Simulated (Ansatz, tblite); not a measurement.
**Al4P4 wurtzite atom sphere (Al4P4H14): rung by rung**

Aim: run the singlet of Al4P4 wurtzite atom sphere (Al4P4H14) at one geometry on many levels, and compare frontier levels, spin and run time.

Method: as each input shows; program: Ansatz 0.2.0, Gaussian basis.

Plan: GFN1-xTB, GFN2-xTB, PBE-D4/def2-TZVP, r2SCAN-D4/def2-TZVP, PBE-D4/def2-SVP, PBE0-D4/def2-SVP.

1 further run of the same task is left out (set aside as unsound or not needed). Runs told in other sessions of the task aren't counted.

### Step 1. The structure

The geometry is that of the singlet, from an earlier relaxation (r2SCAN-D4/def2-SVP).

22 atoms, charge 0, spin multiplicity 1.

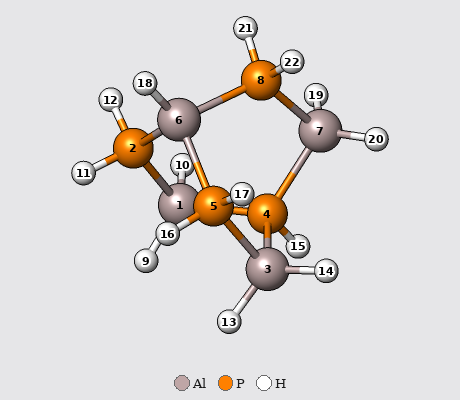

The structure; aluminium light grey, phosphorus orange, hydrogen white; atoms are numbered from 1 in the order of the file.

PBE0-D4/def2-TZVP was run before; its log isn't repeated, and its numbers join the tables.

### Step 2. GFN1-xTB

Tight binding, by tblite at 300 K electronic temperature and without a spin-polarisation term:

```python
tblite.interface.Calculator('GFN1-xTB', numbers, positions, charge=0, uhf=0).singlepoint()
```

Energy -636.5314 eV, HOMO -10.60 eV, LUMO -6.14 eV; 0.044 s.

### Step 3. GFN2-xTB

Tight binding, by tblite at 300 K electronic temperature and without a spin-polarisation term:

```python
tblite.interface.Calculator('GFN2-xTB', numbers, positions, charge=0, uhf=0).singlepoint()
```

Energy -587.1319 eV, HOMO -10.35 eV, LUMO -7.35 eV; 0.043 s.

### Step 4. PBE-D4/def2-TZVP

start.molden holds the orbitals of an earlier run on this state, given as this run's starting guess.

The input, in.yaml:

```yaml
crystal:
  periodic: [false, false, false]
  atoms:
    - {symbol: Al, position_ang: [-2.036532, -1.168486, -1.367522]}
    - {symbol: P, position_ang: [-1.845161, -1.067511, 1.118899]}
    - {symbol: Al, position_ang: [2.027292, -1.181128, -1.371741]}
    - {symbol: P, position_ang: [-0.001553, -0.004541, -1.907889]}
    - {symbol: P, position_ang: [1.851441, -1.063193, 1.115031]}
    - {symbol: Al, position_ang: [0.003069, 0.005197, 2.217358]}
    - {symbol: Al, position_ang: [0.003550, 2.342205, -1.377613]}
    - {symbol: P, position_ang: [-0.000918, 2.137284, 1.109696]}
    - {symbol: H, position_ang: [-1.945377, -2.726040, -1.689077]}
    - {symbol: H, position_ang: [-3.331422, -0.294283, -1.678816]}
    - {symbol: H, position_ang: [-1.931944, -2.364699, 1.691547]}
    - {symbol: H, position_ang: [-3.015197, -0.508051, 1.698662]}
    - {symbol: H, position_ang: [1.919735, -2.740213, -1.680946]}
    - {symbol: H, position_ang: [3.327904, -0.321215, -1.698249]}
    - {symbol: H, position_ang: [-0.002811, -0.007574, -3.333095]}
    - {symbol: H, position_ang: [1.949442, -2.356210, 1.695208]}
    - {symbol: H, position_ang: [3.021389, -0.492884, 1.684313]}
    - {symbol: H, position_ang: [0.004664, 0.008747, 3.803576]}
    - {symbol: H, position_ang: [-1.393824, 3.036029, -1.699612]}
    - {symbol: H, position_ang: [1.405145, 3.029658, -1.695024]}
    - {symbol: H, position_ang: [-1.079242, 2.864644, 1.680933]}
    - {symbol: H, position_ang: [1.070363, 2.872273, 1.684351]}
basis:
  gaussian: {orbitals: def2-TZVP, initial_orbitals: start.molden}
hamiltonian: {xc: pbe, dispersion: d4}
scf: {omitted_lower_state_checks: [starts]}
output: {forces: true, orbitals: {seedname: orbitals}}
```

Launch:

```console
$ ansatz run in.yaml --threads 2 --pin off --events-out ev --progress --plain --max-ram 32768MiB --backend cuda --devices 0, --max-vram 18GiB
```

The program printed (excerpt; [...] marks lines left out):

```text
Functional definition: PBE
  name "PBE"
  cite "Perdew, Burke & Ernzerhof, Phys. Rev. Lett. 77, 3865 (1996) doi:10.1103/PhysRevLett.77.3865"
  parent pbe
[...]
2732 factors; their error is unknown
[...]
mean field -63743.48406924 eV, -2342.5298326592 hartree, gradient 1.0e-5 eV, S^2 0.000000; 0 other end points of the search recorded, 0 dependent functions left out
[...]
reference -63743.48415325 eV, -2342.5298357467 hartree; 63, 63 occupied and 317, 317 virtual orbitals, 2732 factors
Total energy: -63744.48622897 eV, -2342.5666613501 hartree
Atom 0 at    -2.036532    -1.168486    -1.367522 Å, force     0.063964     0.035549     0.058745 eV/Å
Atom 1 at    -1.845161    -1.067511     1.118899 Å, force     0.033019     0.019744    -0.116516 eV/Å
Atom 2 at     2.027292    -1.181128    -1.371741 Å, force    -0.063628     0.036738     0.059123 eV/Å
Atom 3 at    -0.001553    -0.004541    -1.907889 Å, force     0.000539     0.001014     0.054074 eV/Å
Atom 4 at     1.851441    -1.063193     1.115031 Å, force    -0.034346     0.018543    -0.116753 eV/Å
Atom 5 at     0.003069     0.005197     2.217358 Å, force     0.000484    -0.000427    -0.036085 eV/Å
Atom 6 at     0.003550     2.342205    -1.377613 Å, force    -0.001622    -0.073375     0.058288 eV/Å
Atom 7 at    -0.000918     2.137284     1.109696 Å, force     0.000137    -0.038677    -0.116583 eV/Å
Atom 8 at    -1.945377    -2.726040    -1.689077 Å, force     0.009685    -0.071129    -0.008952 eV/Å
Atom 9 at    -3.331422    -0.294283    -1.678816 Å, force    -0.056428     0.044980    -0.007675 eV/Å
Atom 10 at    -1.931944    -2.364699     1.691547 Å, force    -0.008035     0.001302     0.022888 eV/Å
Atom 11 at    -3.015197    -0.508051     1.698662 Å, force    -0.003009    -0.008260     0.022951 eV/Å
Atom 12 at     1.919735    -2.740213    -1.680946 Å, force    -0.010504    -0.071237    -0.007825 eV/Å
Atom 13 at     3.327904    -0.321215    -1.698249 Å, force     0.056760     0.044162    -0.008938 eV/Å
Atom 14 at    -0.002811    -0.007574    -3.333095 Å, force    -0.000341    -0.000024    -0.011972 eV/Å
Atom 15 at     1.949442    -2.356210     1.695208 Å, force     0.009306     0.001440     0.023048 eV/Å
Atom 16 at     3.021389    -0.492884     1.684313 Å, force     0.002913    -0.007715     0.023048 eV/Å
Atom 17 at     0.004664     0.008747     3.803576 Å, force     0.000105     0.000216     0.079742 eV/Å
Atom 18 at    -1.393824     3.036029    -1.699612 Å, force    -0.066393     0.027212    -0.009031 eV/Å
Atom 19 at     1.405145     3.029658    -1.695024 Å, force     0.067421     0.026358    -0.007469 eV/Å
Atom 20 at    -1.079242     2.864644     1.680933 Å, force     0.005435     0.007146     0.022152 eV/Å
Atom 21 at     1.070363     2.872273     1.684351 Å, force    -0.005463     0.006439     0.023739 eV/Å
Dipole moment:     0.002092     0.001607     1.009598 e Å
Checks for a lower state left out: starts
```

Run time: 8 s. Hardware: 1 × H100 (card shared with other runs) with 2 threads of AMD EPYC 7R13, shared host; peak host memory 0.93 GiB.

HOMO -6.36 eV, LUMO -2.17 eV.

### Step 5. r2SCAN-D4/def2-TZVP

Changes to in.yaml since step 4:

```diff
@@ -27,3 +27,3 @@
   gaussian: {orbitals: def2-TZVP, initial_orbitals: start.molden}
-hamiltonian: {xc: pbe, dispersion: d4}
+hamiltonian: {xc: r2scan, dispersion: d4}
 scf: {omitted_lower_state_checks: [starts]}
```

The command is unchanged.

The program printed:

```text
Functional definition: r2SCAN
  name "r2SCAN"
  cite "Furness, Kaplan, Ning, Perdew & Sun, J. Phys. Chem. Lett. 11, 8208 (2020) doi:10.1021/acs.jpclett.0c02405"
  cite "Furness, Kaplan, Ning, Perdew & Sun, J. Phys. Chem. Lett. 11, 9248 (2020) doi:10.1021/acs.jpclett.0c03077"
  parent r2scan
  parameter k0 = 0.174
  parameter k1 = 0.065
  parameter a1 = 4.9479
  exchange = r2scan_x(k0 = k0, k1 = k1, a1 = a1)
  correlation = r2scan_c
these checks for a lower state are left out or cut short: starts
2732 factors; their error is unknown
mean field evaluation 1: about -63770.7593 eV, gradient 1.2e1 eV
mean field evaluation 2: about -63770.8438 eV, gradient 1.4e-1 eV
mean field evaluation 4: about -63770.8146 eV, gradient 2.3e-4 eV
mean field -63770.81459904 eV, -2343.5342111042 hartree, gradient 2.4e-5 eV, S^2 0.000000; 0 other end points of the search recorded, 0 dependent functions left out
the calculation of the forces begins
reference -63770.81462357 eV, -2343.5342120054 hartree; 63, 63 occupied and 317, 317 virtual orbitals, 2732 factors
Total energy: -63771.08285155 eV, -2343.5440692021 hartree
Atom 0 at    -2.036532    -1.168486    -1.367522 Å, force     0.030724     0.016536     0.059712 eV/Å
Atom 1 at    -1.845161    -1.067511     1.118899 Å, force    -0.141029    -0.082154     0.082355 eV/Å
Atom 2 at     2.027292    -1.181128    -1.371741 Å, force    -0.030552     0.017584     0.059972 eV/Å
Atom 3 at    -0.001553    -0.004541    -1.907889 Å, force     0.000319     0.000403    -0.170652 eV/Å
Atom 4 at     1.851441    -1.063193     1.115031 Å, force     0.141219    -0.081516     0.081683 eV/Å
Atom 5 at     0.003069     0.005197     2.217358 Å, force     0.000491    -0.000237    -0.023860 eV/Å
Atom 6 at     0.003550     2.342205    -1.377613 Å, force    -0.001751    -0.034837     0.059185 eV/Å
Atom 7 at    -0.000918     2.137284     1.109696 Å, force    -0.000679     0.163551     0.081680 eV/Å
Atom 8 at    -1.945377    -2.726040    -1.689077 Å, force    -0.006673     0.052188     0.005625 eV/Å
Atom 9 at    -3.331422    -0.294283    -1.678816 Å, force     0.041277    -0.031943     0.006081 eV/Å
Atom 10 at    -1.931944    -2.364699     1.691547 Å, force     0.007349     0.177448    -0.064922 eV/Å
Atom 11 at    -3.015197    -0.508051     1.698662 Å, force     0.157576    -0.081130    -0.065921 eV/Å
Atom 12 at     1.919735    -2.740213    -1.680946 Å, force     0.007052     0.051873     0.005773 eV/Å
Atom 13 at     3.327904    -0.321215    -1.698249 Å, force    -0.041664    -0.031821     0.005987 eV/Å
Atom 14 at    -0.002811    -0.007574    -3.333095 Å, force    -0.000192     0.000324     0.172211 eV/Å
Atom 15 at     1.949442    -2.356210     1.695208 Å, force    -0.007566     0.176977    -0.065792 eV/Å
Atom 16 at     3.021389    -0.492884     1.684313 Å, force    -0.157757    -0.082072    -0.064360 eV/Å
Atom 17 at     0.004664     0.008747     3.803576 Å, force    -0.000020    -0.000047    -0.046984 eV/Å
Atom 18 at    -1.393824     3.036029    -1.699612 Å, force     0.048800    -0.019773     0.005476 eV/Å
Atom 19 at     1.405145     3.029658    -1.695024 Å, force    -0.047838    -0.020145     0.006785 eV/Å
Atom 20 at    -1.079242     2.864644     1.680933 Å, force     0.150068    -0.094730    -0.065591 eV/Å
Atom 21 at     1.070363     2.872273     1.684351 Å, force    -0.149155    -0.096481    -0.064442 eV/Å
Dipole moment:     0.002196     0.001682     1.050839 e Å
Checks for a lower state left out: starts
```

It took 11 s on 1 × H100 (card shared with other runs) with 2 threads of AMD EPYC 7R13, shared host; peak host memory 0.96 GiB.

From the report: HOMO -6.63 eV, LUMO -2.03 eV.

### Step 6. PBE-D4/def2-SVP

Changes to in.yaml since step 5:

```diff
@@ -26,5 +26,5 @@
 basis:
-  gaussian: {orbitals: def2-TZVP, initial_orbitals: start.molden}
-hamiltonian: {xc: r2scan, dispersion: d4}
+  gaussian: {orbitals: def2-SVP, initial_orbitals: start.molden}
+hamiltonian: {xc: pbe, dispersion: d4}
 scf: {omitted_lower_state_checks: [starts]}
-output: {forces: true, orbitals: {seedname: orbitals}}
+output: {orbitals: {seedname: orbitals}}
```

Same command.

The program printed:

```text
Functional definition: PBE
  name "PBE"
  cite "Perdew, Burke & Ernzerhof, Phys. Rev. Lett. 77, 3865 (1996) doi:10.1103/PhysRevLett.77.3865"
  parent pbe
  parameter kappa = 0.804
  parameter beta = 0.06672455060314922
  exchange = pbe_x(kappa = kappa, mu = beta*pi^2/3)
  correlation = pbe_c(beta = beta)
these checks for a lower state are left out or cut short: starts
2412 factors; their error is unknown
mean field evaluation 1: about -63721.1842 eV, gradient 1.1e1 eV
mean field evaluation 2: about -63721.4720 eV, gradient 2.7e-1 eV
mean field evaluation 4: about -63721.3809 eV, gradient 4.8e-4 eV
mean field -63721.38086120 eV, -2341.7175547458 hartree, gradient 1.2e-5 eV, S^2 0.000000; 0 other end points of the search recorded, 0 dependent functions left out
reference -63721.38093220 eV, -2341.7175573551 hartree; 63, 63 occupied and 151, 151 virtual orbitals, 2412 factors
Total energy: -63722.38300792 eV, -2341.7543829585 hartree
Checks for a lower state left out: starts
```

Run time: 5.5 s. Hardware: 1 × H100 (card shared with other runs) with 2 threads of AMD EPYC 7R13, shared host; peak host memory 0.85 GiB.

HOMO -6.31 eV, LUMO -1.88 eV.

### Step 7. PBE0-D4/def2-SVP

Changes to in.yaml since step 6:

```diff
@@ -27,3 +27,3 @@
   gaussian: {orbitals: def2-SVP, initial_orbitals: start.molden}
-hamiltonian: {xc: pbe, dispersion: d4}
+hamiltonian: {xc: pbe0, dispersion: d4}
 scf: {omitted_lower_state_checks: [starts]}
```

Launched as before.

The program printed:

```text
Functional definition: PBE0
  name "PBE0"
  cite "Adamo & Barone, J. Chem. Phys. 110, 6158 (1999) doi:10.1063/1.478522"
  cite "Perdew, Burke & Ernzerhof, Phys. Rev. Lett. 77, 3865 (1996) doi:10.1103/PhysRevLett.77.3865"
  parent pbe
  parameter a = 0.25
  parameter kappa = 0.804
  parameter beta = 0.06672455060314922
  exchange = (1 - a)*pbe_x(kappa = kappa, mu = beta*pi^2/3) + a*exact_x
  correlation = pbe_c(beta = beta)
these checks for a lower state are left out or cut short: starts
2000 factors; integrals over basis functions are off by at most 1.3e-3 eV
mean field evaluation 1: about -63727.8463 eV, gradient 5.4e0 eV
mean field evaluation 2: about -63727.9432 eV, gradient 7.2e-2 eV
mean field evaluation 4: about -63728.1255 eV, gradient 1.0e-3 eV
mean field -63728.12554993 eV, -2341.9654174851 hartree, gradient 1.9e-5 eV, S^2 0.000000; 0 other end points of the search recorded, 0 dependent functions left out
reference -63728.12560288 eV, -2341.9654194307 hartree; 63, 63 occupied and 151, 151 virtual orbitals, 2000 factors
Total energy: -63729.02010447 eV, -2341.9982917580 hartree
Checks for a lower state left out: starts
```

Run time: 6 s. Hardware: 1 × H100 (card shared with other runs) with 2 threads of AMD EPYC 7R13, shared host; peak host memory 0.82 GiB.

Report: HOMO -7.44 eV, LUMO -1.11 eV.

### Step 8. Comparison

| level | functions | HOMO (eV) | LUMO (eV) | gap (eV) | time |
| --- | --- | --- | --- | --- | --- |
| PBE-D4/def2-SVP | 214 | -6.31 | -1.88 | 4.43 | 5.5 s |
| PBE-D4/def2-TZVP | 380 | -6.36 | -2.17 | 4.18 | 8 s |
| r2SCAN-D4/def2-TZVP | 380 | -6.63 | -2.03 | 4.60 | 11 s |
| PBE0-D4/def2-SVP | 214 | -7.44 | -1.11 | 6.33 | 6 s |
| PBE0-D4/def2-TZVP | 380 | -7.45 | -1.38 | 6.08 | 7.5 s |

### Step 9. Binding energy

Free atoms were run apart at each level; binding is atoms less cluster, divided by the number of atoms, without zero-point or spin-orbit terms.

| level | binding an atom (eV) |
| --- | --- |
| PBE-D4/def2-SVP | 2.790 |
| PBE-D4/def2-TZVP | 2.783 |
| r2SCAN-D4/def2-TZVP | 2.809 |
| PBE0-D4/def2-SVP | 2.783 |
| PBE0-D4/def2-TZVP | 2.779 |

### Step 10. What came out

```
                                                 quantity                                  value
gap in def2-TZVP, named functionals, smallest and largest    4.18 eV (PBE-D4), 6.08 eV (PBE0-D4)
                binding an atom, functionals in def2-TZVP  2.78 (PBE0-D4) to 2.81 eV (r2SCAN-D4)
          PBE0 total energy, smallest basis above largest         21.74 eV (def2-SVP, def2-TZVP)
```

Orbital gaps of the named functionals in def2-TZVP span 4.18 eV (PBE-D4) to 6.08 eV (PBE0-D4); exact exchange widens it.

The slowest run with a step of its own, r2SCAN-D4/def2-TZVP, took 11 s; the quickest functional in def2-TZVP took 7.5 s (shared host).
